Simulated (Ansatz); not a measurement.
**Bands, cutoff and cost in G0W0 for GeH5CI3N2 (CH(NH2)2GeI3)**

How do accuracy and time trade against each other in G0W0 on GeH5CI3N2 (CH(NH2)2GeI3)?

Calculated with Ansatz 0.2.0; G0W0 on PBE, plane waves, PAW; PAW set soft_1.

The structure was built from a prototype and need not be the compound's stable phase.

**1. Set-up**

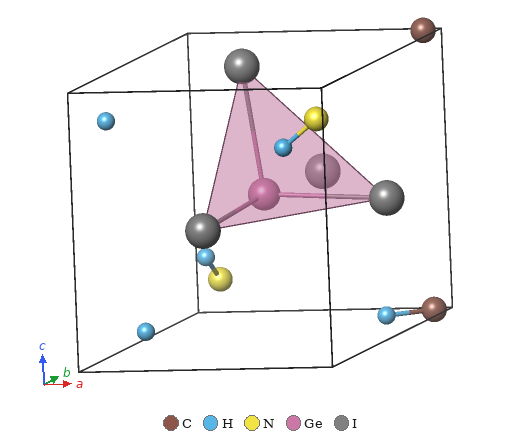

The cell as given, slightly off an axis (carbon brown, hydrogen blue, nitrogen yellow, germanium pink, iodine grey). Bonds to atoms that aren't drawn are left out. Some periodic images of atoms are drawn too.

The structure was relaxed with PBE-D3(BJ). The runs that relaxed it are not among those shown. Spin-orbit coupling is left out unless a step names it.

**2. 202 empty bands, screening to 52 eV**

G0W0 replaces the xc potential by the self-energy, built once from these orbitals. Only a window of levels is corrected, while the sums run over the empty bands that the input names. This step takes PAW set soft_1 files.

Input file input.yaml:

```yaml
crystal:
  lattice:
    - [6.2426137081, -0.3443275199, 0.4347831511]
    - [-0.3443275199, 6.2402452605, -0.2809554538]
    - [0.4347831511, -0.2809554538, 6.167609325]
  atoms:
    - { symbol: C, position: [-0.0492809021, 0.9526303513, 0.0035782316] }
    - { symbol: H, position: [-0.1702687633, 0.8124871798, 0.0144984382] }
    - { symbol: "N", position: [0.9282474159, 0.0968389941, 0.8696992283] }
    - { symbol: "N", position: [0.1078122436, -0.0347414838, 0.1247833199] }
    - { symbol: H, position: [0.8054394521, 1.0719696822, -0.2256096269] }
    - { symbol: H, position: [0.1103539889, 0.8485623988, 0.2291842558] }
    - { symbol: H, position: [1.0348900245, 0.2315550375, 0.8495162952] }
    - { symbol: H, position: [0.2267996913, 0.0914858156, 1.121637322] }
    - { symbol: Ge, position: [0.545235766, 0.4425746641, 0.5334087402] }
    - { symbol: I, position: [0.4580414767, 0.4824488501, -0.0157041641] }
    - { symbol: I, position: [0.5123656971, -0.0020323141, 0.4973282727] }
    - { symbol: I, position: [-0.0106998495, 0.5205528182, 0.4949196644] }
kpoints:
  mp_grid: { grid: [4, 4, 4] }
hamiltonian:
  xc: pbe
  pseudopotentials: { kind: paw, azcp: { folder: soft_1 } }
scf:
  occupations: { method: fixed }
gw:
  n_empty_bands: 202
  ecut_chi: 52
  qp_bands: [v4, c4]
  qp_kpoints: band_edges
  screening: { model: contour_deformation }
```

Run with:

```console
$ ansatz run input.yaml --threads 2 --pin off --max-ram 92160MiB --backend cuda --events-out ev --progress --plain --runs-dir out --devices 1 --max-vram 13GiB
```

Numbers of over 12 decimals in the logs are rounded to 6 here.

Output:

```text
GPUs: using 1 of 1 available (devices: 1).
Engine: ansatz 0.2.0, x86_64-unknown-linux-gnu
Pseudopotentials: kind: paw
Pseudopotential: C, paw, valence charge 4, recommended cutoff 420 eV (normal), soft_1/C.paw.azcp
Pseudopotential: H, paw, valence charge 1, recommended cutoff 420 eV (normal), soft_1/H.paw.azcp
Pseudopotential: N, paw, valence charge 5, recommended cutoff 420 eV (normal), soft_1/N.paw.azcp
Pseudopotential: Ge, paw, valence charge 14, recommended cutoff 420 eV (normal), soft_1/Ge.paw.azcp
Pseudopotential: I, paw, valence charge 17, recommended cutoff 420 eV (normal), soft_1/I.paw.azcp
Functional definition: PBE
  parameter kappa = 0.804
  parameter beta = 0.066725
  exchange = pbe_x(kappa = kappa, mu = beta*pi^2/3)
  correlation = pbe_c(beta = beta)
device memory: the entry about to start is reckoned to put 2.9 GiB on a device that reports 65.7 GiB free (of which the cap on the GPU budget leaves the run 13.0 GiB)
GPU FFT provider: cuFFT
GPU libraries: cuBLAS 13.8.2, cuFFT 12.4.0, cuSOLVER 12.3.4
Crystal: 12 atoms, lattice volume = 237.942 Å³
Basis set: ecut = 420 eV, 4659 PW (Γ)
Bands: 54, of which v1, the nominal top of the filled ones, is band 42 counted from 1 (41 counted from 0)
Symmetry: 1 space group operations
Space group: P1 (ITA 1), of the structure as read, at distance tolerance 6.2e-5 Å
k-points: 36 of 64 (time reversal used)
Non-local potential: C, projectors of the file, l = 0: 2, l = 1: 2, l = 2: 1
Non-local potential: H, projectors of the file, l = 0: 2, l = 1: 1
Non-local potential: N, projectors of the file, l = 0: 2, l = 1: 2, l = 2: 1
Non-local potential: Ge, projectors of the file, l = 0: 2, l = 1: 2, l = 2: 3, l = 3: 1
Non-local potential: I, projectors of the file, l = 0: 2, l = 1: 2, l = 2: 2, l = 3: 1
PAW form: soft (Blöchl's): semilocal exchange-correlation on the pseudo side does not see the compensation charge
PAW one-centre angular grid: C, 110 points (default); XC on 64 Gauss nodes
PAW one-centre angular grid: H, 110 points (default); XC on 64 Gauss nodes
PAW one-centre angular grid: N, 110 points (default); XC on 64 Gauss nodes
PAW one-centre angular grid: Ge, 590 points (default); XC on 64 Gauss nodes
PAW one-centre angular grid: I, 590 points (default); XC on 64 Gauss nodes
Initial density: superposition of atomic densities (chi_scale 0.1, normalization cell), built separately for each of the 2 bonded fragments (scf.initial_density.interfragment_charge_transfer: auto; true builds it for the cell as a whole; a typed value also counts as a typed key of the start: scf.initial_density.chi_scale says what that changes, if anything)
Initial wavefunctions: pseudopotential atomic-orbital guess
GPU buffer pool allocated for 91125 grid points (all kernels)
GPU transforms: local potential and band sums: pruned to the plane-wave sphere, on 45×45×45
Functional: x = pbe(κ = 0.804, μ = 0.219515), c = pbe(β = 0.066725)
SCF iter   1: F=—  HF=-27938.839662 eV  |F-HF|=—  |Δ(HF+E_count)|=         —  Δρ=6.61e-2  dr2=9.83e0  ethr=3.10e-3  ⟨swp⟩=5.4  Hψ=6645  notcnv=0  defer=343
preconditioner: auto → Resta (q_TF=auto, 2.294 Å⁻¹)  ε∞=2.8  [insulator: Δε(μ)=1.208 eV  Ē_g=11.250 eV  n_scr=50 (ndim 8)  ℏωp=15.2 eV  f_vac=0.077  ε∞_Penn≈2.8]
SCF iter   2: F=—  HF=-27936.237304 eV  |F-HF|=—  |Δ(HF+E_count)|=    2.60e0  Δρ=2.87e-2  dr2=1.21e0  ethr=3.10e-3  ⟨swp⟩=3.0  Hψ=3514  notcnv=0  defer=325
SCF iter   3: F=—  HF=-27935.987103 eV  |F-HF|=—  |Δ(HF+E_count)|=   2.50e-1  Δρ=1.09e-2  dr2=2.04e-1  ethr=1.44e-3  ⟨swp⟩=2.0  Hψ=2923  notcnv=0  defer=349
SCF iter   4: F=—  HF=-27935.966835 eV  |F-HF|=—  |Δ(HF+E_count)|=   2.03e-2  Δρ=2.41e-3  dr2=1.28e-2  ethr=2.43e-4  ⟨swp⟩=2.7  Hψ=2571  notcnv=0  defer=360
SCF iter   5: F=—  HF=-27935.972567 eV  |F-HF|=—  |Δ(HF+E_count)|=   5.73e-3  Δρ=7.64e-4  dr2=1.48e-3  ethr=1.52e-5  ⟨swp⟩=2.4  Hψ=2971  notcnv=0  defer=360
SCF iter   6: F=—  HF=-27935.974581 eV  |F-HF|=—  |Δ(HF+E_count)|=   2.01e-3  Δρ=2.91e-4  dr2=2.40e-4  ethr=1.77e-6  ⟨swp⟩=2.0  Hψ=2739  notcnv=0  defer=360
SCF iter   7: F=—  HF=-27935.974564 eV  |F-HF|=—  |Δ(HF+E_count)|=   1.69e-5  Δρ=8.01e-5  dr2=1.78e-5  ethr=2.86e-7  ⟨swp⟩=2.0  Hψ=2664  notcnv=0  defer=359
SCF iter   8: F=—  HF=-27935.974597 eV  |F-HF|=—  |Δ(HF+E_count)|=   3.29e-5  Δρ=3.83e-5  dr2=4.55e-6  ethr=2.12e-8  ⟨swp⟩=2.0  Hψ=2689  notcnv=0  defer=324
SCF iter   9: F=—  HF=-27935.974600 eV  |F-HF|=—  |Δ(HF+E_count)|=   3.06e-6  Δρ=2.06e-5  dr2=1.08e-6  ethr=5.42e-9  ⟨swp⟩=2.0  Hψ=2470  notcnv=0  defer=326
SCF iter  10: F=-27935.974601 eV  HF=-27935.974601 eV  |F-HF|=1.40e-7  |Δ(HF+E_count)|=   3.18e-7  Δρ=4.29e-6  dr2=6.22e-8  ethr=1.19e-10  ⟨swp⟩=15.0  Hψ=11778  notcnv=0
SCF 1 converged in 10 iterations: F = -27935.974601 eV  dr2 = 6.22e-8
  greatest PAW one-centre occupation: 0.999 electrons in one spin orbital (limit 2), on the I atom at site 9 (counted from 0), in its partial waves of l = 2
device memory: the entry about to start is reckoned to put 3.3 GiB (of the 3.5 GiB reckoned in all, the device holds 0.2 GiB already) on a device that reports 61.3 GiB free (of which the cap on the GPU budget leaves the run 12.9 GiB)
NSCF: frozen V_eff on 36 k-points
[...]
G₀W₀ screening: q 1/36
[... further progress lines ...]
SCF converged after 10 iterations
Free energy (F): -27935.974601 eV
Harris-Foulkes:  -27935.974601 eV  (|F-HF|=1.40e-7)
Internal energy: -27935.974601 eV  (E = F + TS)
E sigma→0 (E₀):  -27935.974601 eV
Fermi energy:    3.484565 eV
--- Per-component energies (eV) ---
  E_band       = -1575.249580
  E_kinetic    = 982.182591
  E_local      = -10863.014289  (includes V_loc(G=0)·N_el)
  E_nonlocal   = 654.533793
  E_hartree    = 4813.517462
  E_xc         = -602.009201
  E_vxc        = -658.405175  (∫ρ·V_xc dr)
  E_paw        = -16717.725076  (= ΣΔE_a)
  E_vpaw       = -1317.573865  (= ΣTr[D̂ρ^β])
  E_aug_tail   = -0.010719  (compensation charges beyond the density's cutoff)
  E_ewald      = -6203.449161
  E_smearing   = -0.000000  (= −TS)
  E_closure    = 0.000000  (closes the sum)
  Σ components = -27935.974601   (vs F -27935.974601, Δ=0.00e0)
--- Band table (eV; the first three rows and the last of 36) ---
  k-point 0: bands = [... 38 lower, 2.2234, 2.4261, 2.5651, 2.6699, 6.4919, 6.8284, 7.5660, 7.6973, ... 8 higher]
  k-point 1: bands = [... 38 lower, 2.1988, 2.3082, 2.4831, 2.5520, 6.5213, 6.7528, 7.3648, 7.9597, ... 8 higher]
  k-point 2: bands = [... 38 lower, 2.0223, 2.1360, 2.4990, 2.8468, 5.9749, 6.5471, 7.3064, 8.1397, ... 8 higher]
  k-point 35: bands = [... 38 lower, 2.6059, 2.8506, 2.8823, 3.4846, 5.0625, 5.3958, 5.6286, 6.5992, ... 8 higher]
--- G₀W₀: contour deformation, 6 samples at zero and on the imaginary axis and 2 off it, 64 q-points, 202 empty bands' worth ---
  eigenvalues of the whole cell's RPA ε∞ on this k-mesh (on a slab, of 1 + 4πα/V) = 4.9767, 5.1421, 5.5360; static W/v taken at q = 0 is 0.191682
  gw.qp_kpoints: band_edges: 23 of 36 stored k-points solved, in 2 passes; an edge of the gap read off the rows below is read off those points alone
    valence top: of the k-points left out ik 23 came nearest to being solved in a further pass, in band 42 (counted from 1, as in the quasiparticle table): it holds the edge there only if its correction is more favourable than any solved in that band by at least 0.667 eV; those differ by 0.419 eV
    conduction bottom: of the k-points left out ik 15 came nearest to being solved in a further pass, in band 43 (counted from 1, as in the quasiparticle table): it holds the edge there only if its correction is more favourable than any solved in that band by at least 1.225 eV; those differ by 1.190 eV
  `?` marks the rows in doubt; gw_qp.tsv's column doubts and the gw_qp event give each row's grounds
    ik  band        ε_KS         Σx   Σc(E_QP)       V_xc       Z   E_QP_lin       E_QP  E_QP is
     0    39      2.2234   -16.9815     2.4122   -13.9578  0.7396     1.5988     1.6119  root
     0    40      2.4261   -17.2264     2.3098   -14.3226  0.7493     1.8213     1.8321  root
     0    41      2.5651   -17.2087     2.4268   -14.1220  0.7466     1.8911     1.9053  root
     0    42      2.6699   -17.2882     2.3073   -14.3881  0.7492     2.0664     2.0772  root
     0    43      6.4919    -8.4871    -3.6803   -13.8674  0.7751     8.2743     8.1919  root
     0    44      6.8284    -7.4766    -3.5271   -11.6344  0.7593     7.4722     7.4590  root
     0    45      7.5660    -5.6087    -3.5045    -9.6726  0.7903     8.1338     8.1254  root
     0    46      7.6973    -7.3550    -3.7352   -11.7684  0.7485     8.3935     8.3755  root
     2    39      2.0223   -16.8985     2.5657   -13.6480  0.7355     1.3195     1.3376  root
     2    40      2.1360   -16.6692     2.4954   -13.4820  0.7395     1.4265     1.4443  root
     2    41      2.4990   -17.1038     2.3704   -14.0991  0.7466     1.8517     1.8648  root
     2    42      2.8468   -16.6263     1.7220   -14.5140  0.7525     2.4526     2.4565  root
     2    43      5.9749    -8.4419    -3.2461   -12.3310  0.7609     6.6290     6.6178  root
     2    44      6.5471    -8.7391    -3.7039   -14.1569  0.7728     8.3464     8.2610  root
     2    45      7.3064    -7.8002    -3.7073   -12.2192  0.7458     8.0393     8.0180  root
     2    46      8.1397    -8.6386    -4.0506   -13.4488  0.7159     8.9251     8.8994  root
     5    39      1.9984   -16.7752     2.5477   -13.5380  0.7356     1.2904     1.3089  root
     5    40      2.2757   -16.9650     2.3977   -13.9293  0.7431     1.6236     1.6376  root
     5    41      2.5326   -17.1287     2.4241   -14.0533  0.7464     1.8675     1.8814  root
     5    42      2.9755   -16.4356     1.5925   -14.4825  0.7546     2.6117     2.6149  root
     5    43      5.8370    -8.5154    -3.1797   -12.3364  0.7636     6.4889     6.4783  root
     5    44      6.5515    -8.7966    -3.7157   -14.2028  0.7707     8.3271     8.2420  root
     5    45      6.8641    -8.9079    -3.5515   -13.2290  0.7441     7.6583     7.6337  root
     5    46      7.5770    -8.2437    -3.7783   -12.7405  0.7347     8.3148     8.2956  root
[...]
8    44      6.5605    -8.8278    -3.7307   -14.0814  0.7676     8.1986     8.0834  root ?
[...]
19    45      6.6128    -8.9851    -3.7554   -14.2900  0.7663     8.2920     8.1622  root ?
[...]
29    44      6.6930    -9.2154    -3.8311   -14.9287  0.7682     8.6829     8.5751  root ?
[...]
30    44      6.6252    -9.0411    -3.7285   -14.2941  0.7656     8.2651     8.1496  root ?
[...]
33    45      6.7638    -9.4776    -3.8639   -15.2767  0.7662     8.8165     8.6990  root ?
[...]
34    45      6.6728    -9.2233    -3.7967   -14.8605  0.7679     8.6157     8.5133  root ?
[...]
35    39      2.6059   -17.3030     2.3081   -14.3890  0.7512     1.9889     2.0000  root
    35    40      2.8506   -17.5109     2.3607   -14.5332  0.7514     2.2222     2.2336  root
    35    41      2.8823   -17.4807     2.3035   -14.5919  0.7517     2.2870     2.2971  root
    35    42      3.4846   -16.1167     1.0493   -14.8940  0.7652     3.3107     3.3112  root
    35    43      5.0625    -8.4351    -2.8651   -11.8098  0.7694     5.5772     5.5721  root
    35    44      5.3958    -7.8795    -3.0660   -11.5018  0.7706     5.9590     5.9522  root
    35    45      5.6286    -7.8571    -3.1064   -11.5238  0.7697     6.1961     6.1889  root
    35    46      6.5992    -9.0121    -3.7835   -14.6223  0.7698     8.5240     8.4258  root
```

Wall time 73 s (1 × NVIDIA H100 80GB HBM3 (shared by 6 runs) with 2 threads of AMD EPYC 7R13 (Zen 3), shared host); peak memory 2.1 GiB.

Reading the cycles: dr2 is the Hartree energy of the density residual (eV), the measure of convergence; HF is the Harris–Foulkes estimate of the energy, which meets the free energy F at convergence.

Numbers from this step:

| Item | Value |
| --- | --- |
| bands summed | 244 |
| RPA ε∞ on this mesh (eigenvalues) | 4.977, 5.142, 5.536 |
| plane waves in the screening matrix | 201 |
| q-points in the mesh | 64 |
| G0W0 gap on the mesh | 2.261 eV |
| k of the valence top | -0.5, -0.5, -0.5 |
| k of the conduction bottom | -0.5, -0.5, -0.5 |
| starting gap on the mesh | 1.578 eV |
| Z at the valence top | 0.7652 |
| Z at the conduction bottom | 0.7694 |
| least direct G0W0 gap on the computed points | 2.261 eV |

The gap on the mesh goes from 1.58 eV to 2.26 eV, a correction of +0.68 eV. Between the two edge states, bare exchange in place of the xc potential would open the gap by 4.60 eV, and correlation takes back 3.91 eV.

**3. 800 empty bands, screening to 130 eV**

Another rung: the empty bands reach about as high as the screening cutoff, so the two stay in balance.

input.yaml: that of step 2 with these lines changed.

```diff
@@ -26,4 +26,4 @@
 gw:
-  n_empty_bands: 202
-  ecut_chi: 52
+  n_empty_bands: 800
+  ecut_chi: 130.0
   qp_bands: [v4, c4]
```

Output:

```text
GPUs: using 1 of 1 available (devices: 1).
[...]
GPU FFT provider: cuFFT
GPU libraries: cuBLAS 13.8.2, cuFFT 12.4.0, cuSOLVER 12.3.4
Crystal: 12 atoms, lattice volume = 237.942 Å³
Basis set: ecut = 420 eV, 4659 PW (Γ)
Bands: 54, of which v1, the nominal top of the filled ones, is band 42 counted from 1 (41 counted from 0)
[... 1 set-up line as in the run before ...]
[...]
k-points: 36 of 64 (time reversal used)
[...]
GPU buffer pool allocated for 91125 grid points (all kernels)
[...]
SCF iter   1: F=—  HF=-27938.839662 eV  |F-HF|=—  |Δ(HF+E_count)|=         —  Δρ=6.61e-2  dr2=9.83e0  ethr=3.10e-3  ⟨swp⟩=5.4  Hψ=6645  notcnv=0  defer=343
[...]
SCF iter  10: F=-27935.974601 eV  HF=-27935.974601 eV  |F-HF|=1.40e-7  |Δ(HF+E_count)|=   3.18e-7  Δρ=4.29e-6  dr2=6.22e-8  ethr=1.19e-10  ⟨swp⟩=15.0  Hψ=11778  notcnv=0
SCF 1 converged in 10 iterations: F = -27935.974601 eV  dr2 = 6.22e-8
[...]
NSCF: frozen V_eff on 36 k-points
[...]
G₀W₀ screening: q 1/36
[... further progress lines ...]
SCF converged after 10 iterations
Free energy (F): -27935.974601 eV
[...]
Internal energy: -27935.974601 eV  (E = F + TS)
E sigma→0 (E₀):  -27935.974601 eV
Fermi energy:    3.484565 eV
[...]
--- Band table (eV; the first three rows and the last of 36) ---
  k-point 0: bands = [... 38 lower, 2.2234, 2.4261, 2.5651, 2.6699, 6.4919, 6.8284, 7.5660, 7.6973, ... 8 higher]
  k-point 1: bands = [... 38 lower, 2.1988, 2.3082, 2.4831, 2.5520, 6.5213, 6.7528, 7.3648, 7.9597, ... 8 higher]
  k-point 2: bands = [... 38 lower, 2.0223, 2.1360, 2.4990, 2.8468, 5.9749, 6.5471, 7.3064, 8.1397, ... 8 higher]
  k-point 35: bands = [... 38 lower, 2.6059, 2.8506, 2.8823, 3.4846, 5.0625, 5.3958, 5.6286, 6.5992, ... 8 higher]
[...]
0    39      2.2234   -16.9815     2.0199   -13.9578  0.7354     1.1791     1.2196  root
     0    40      2.4261   -17.2264     1.8896   -14.3226  0.7448     1.3759     1.4119  root
     0    41      2.5651   -17.2087     2.0171   -14.1220  0.7422     1.4532     1.4956  root
     0    42      2.6699   -17.2882     1.8803   -14.3881  0.7444     1.6138     1.6501  root
     0    43      6.4919    -8.4871    -4.1491   -13.8674  0.7657     7.7678     7.7230  root
     0    44      6.8284    -7.4766    -3.8481   -11.6344  0.7563     7.1410     7.1382  root
     0    45      7.5660    -5.6087    -3.7306    -9.6726  0.7877     7.9020     7.8993  root
     0    46      7.6973    -7.3550    -4.0558   -11.7684  0.7451     8.0597     8.0549  root
[...]
35    43      5.0625    -8.4351    -3.2005   -11.8098  0.7671     5.2372     5.2367  root
    35    44      5.3958    -7.8795    -3.3802   -11.5018  0.7684     5.6391     5.6379  root
    35    45      5.6286    -7.8571    -3.4225   -11.5238  0.7673     5.8740     5.8727  root
    35    46      6.5992    -9.0121    -4.2893   -14.6223  0.7596     7.9763     7.9200  root
```

Wall time 6.7 min (1 × NVIDIA H100 80GB HBM3 (shared by 6 runs) with 2 threads); peak memory 7.5 GiB.

This step gave:

```yaml
bands_summed: 842
rpa_eps_infinity_on_this_mesh_eigenvalues: 4.958, 5.115, 5.507
plane_waves_in_the_screening_matrix: 809
q_points_in_the_mesh: 64
g0w0_gap_on_the_mesh: 2.432 eV
k_of_the_valence_top: -0.5, -0.5, -0.5
k_of_the_conduction_bottom: -0.5, -0.5, -0.5
starting_gap_on_the_mesh: 1.578 eV
z_at_the_valence_top: 0.7605
z_at_the_conduction_bottom: 0.7671
least_direct_g0w0_gap_on_the_computed_points: 2.432 eV
```

Against the run with 4×4×4 mesh, 202 empty bands, screening to 52 eV, PAW set soft_1 files, the gap moves by +0.17 eV.

**4. The runs together**

Times are wall times on 1 × NVIDIA H100 80GB HBM3 (shared by 6 runs) with 2 threads of AMD EPYC 7R13 (Zen 3), shared host, good to a factor of about two.

```csv
mesh,files,frequency,bands summed,cutoff (eV),start (eV),G0W0 (eV),time,host memory (GiB)
4×4×4,PAW set soft_1,contour deformation,244,52,1.578,2.261,73 s,2.1
4×4×4,PAW set soft_1,contour deformation,842,130,1.578,2.432,6.7 min,7.5
```

The parts of the quasiparticle energy at the two band edges (eV; QP = start + Σx + Σc − Vxc):

```csv
run,edge,start,Σx,Σc,Vxc,Z,QP
244 bands,valence top,3.48,-16.12,1.05,-14.89,0.77,3.31
244 bands,conduction bottom,5.06,-8.44,-2.87,-11.81,0.77,5.57
842 bands,valence top,3.48,-16.12,0.54,-14.89,0.76,2.80
842 bands,conduction bottom,5.06,-8.44,-3.20,-11.81,0.77,5.24
```

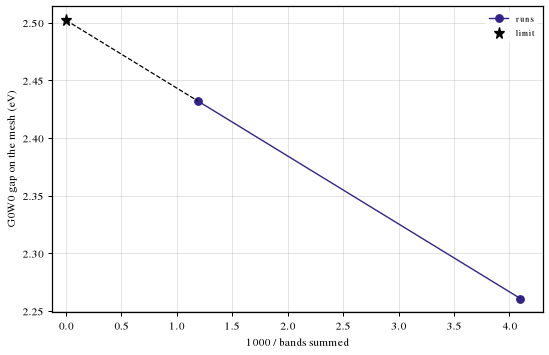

The gap against one over the number of bands; the dashed line carries the two highest rungs to the limit.

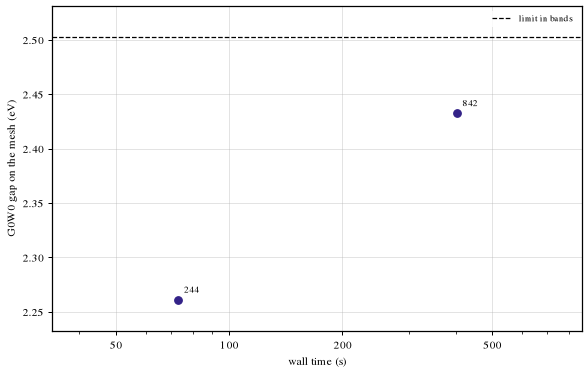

Result against wall time.

**5. What came out**

```
244 bands, 52 eV                    : 2.261 eV
842 bands, 130 eV                   : 2.432 eV
estimated limit in bands and cutoff : 2.50 eV
mesh and start                      : 4×4×4, PBE
```

What this shows: A line in one over the bands through the two rungs gives 2.50 eV, +0.07 eV from the top rung; with two points alone it is an unchecked estimate. The rungs stand 0.24 eV (244 bands) and 0.07 eV (842 bands) from it. From 244 to 842 bands the gap moves by +0.17 eV while the time grows 5.5-fold. Σc changes by −0.51 eV at the valence top and −0.34 eV at the conduction bottom, so the levels themselves move more than the gap between them. The many-body steps are scalar-relativistic: spin-orbit coupling is not in them.

[Paths, hosts, dates, memory and timing lines, banners, echoed tables and standing remarks are left out of the program output.]

[Logs are printed without paths, hosts, clocks, repeated set-up lines and the standing remarks that a program may print on its own settings, such as how far it seeks lower states.]

[Runs of the session that timed out or met a known fault of the program may be left out.]

[Cells called generated may have been cut or substituted from an entry of the Crystallography Open Database or the Materials Project.]

[Hosts, paths, dates, database ids (printed as entryN), source tags and the programs' standing remarks are cut or masked in the printed files.]
